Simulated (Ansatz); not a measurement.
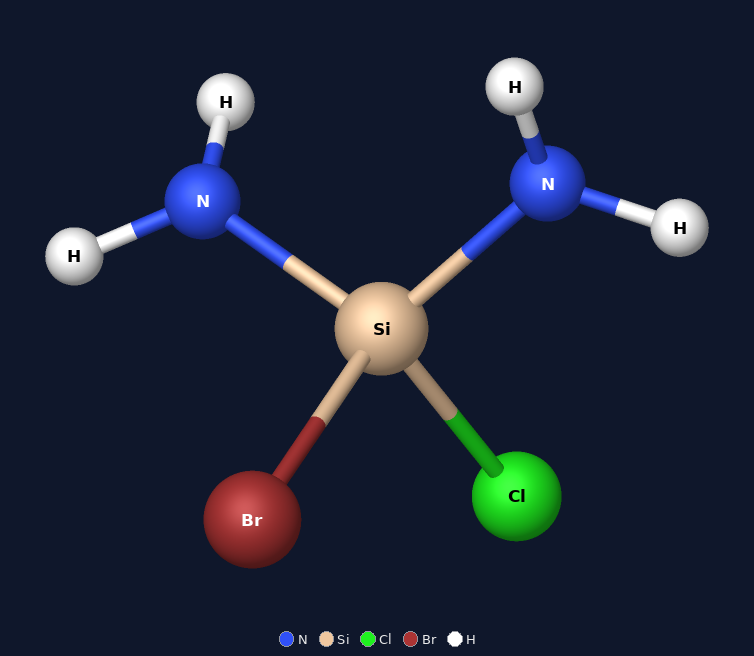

Harmonic vibrations computed with RKS PBE0-D4/def2-TZVP (Ansatz 0.2.0) at a stationary point of the same level.

> Minimum or transition state?

A minimum: no imaginary frequency, and the lowest mode lies at 136 cm⁻¹.

> How many vibrational modes are there, and where do they lie?

21 modes: 136, 173, 233, 239, 258, 275, 389, 409, 411, 444, 536, 833, 838, 891, 963, 1569, 1574, 3607, 3608, 3707, 3710 cm⁻¹.
